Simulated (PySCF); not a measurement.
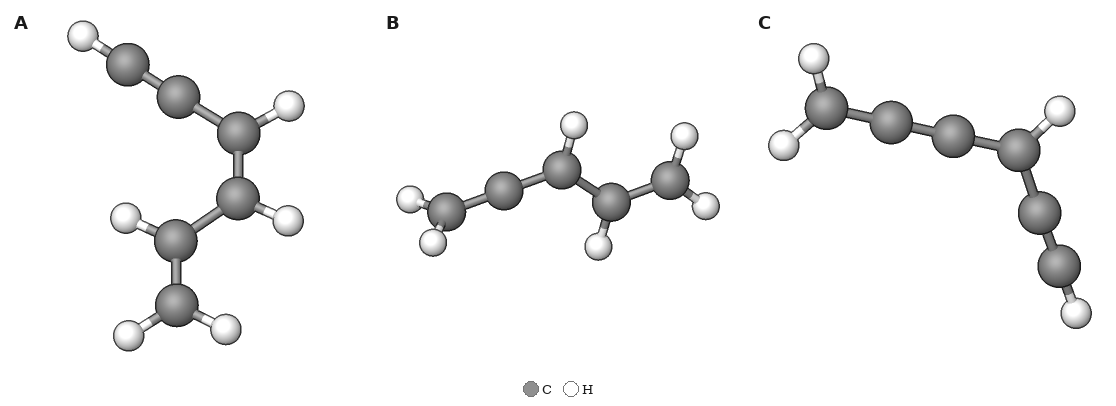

Source: calculation with PySCF.

Question: Match each picture to its SMILES.
(1) C=C=CC=C
(2) C#CC=C=C=C
(3) C#C/C=C\C=C

Answer: A is (3), B is (1), C is (2).
